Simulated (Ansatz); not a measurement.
The reference is SrCl₂ in the fluorite structure (space group Fm-3m, No. 225; a = 6.9078 Å). Axes: x, y, z lie along the cube axes.

Perturbation: biaxial strain −2.50 %, plane normal [001], relaxed out of plane (Cartesian); in-plane vectors clamped, the third vector and the atoms free.

Method: Kohn–Sham DFT with the PBEsol functional, run in Ansatz (a quantum-chemistry and plane-wave program) with PAW and 420 eV plane waves, scalar-relativistic without spin-orbit coupling.

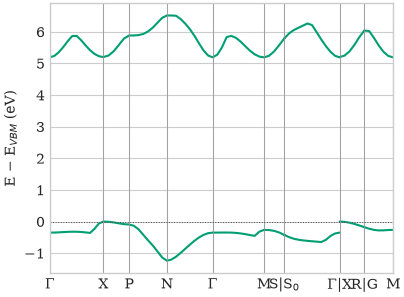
*Highest valence and lowest conduction band along the path of the changed cell's own zone*

The gap is 5.19 eV, indirect, X → M; the base has 5.25 eV.

Whether these cells are dynamically stable was not tested. k-point labels follow each cell's own Brillouin zone.
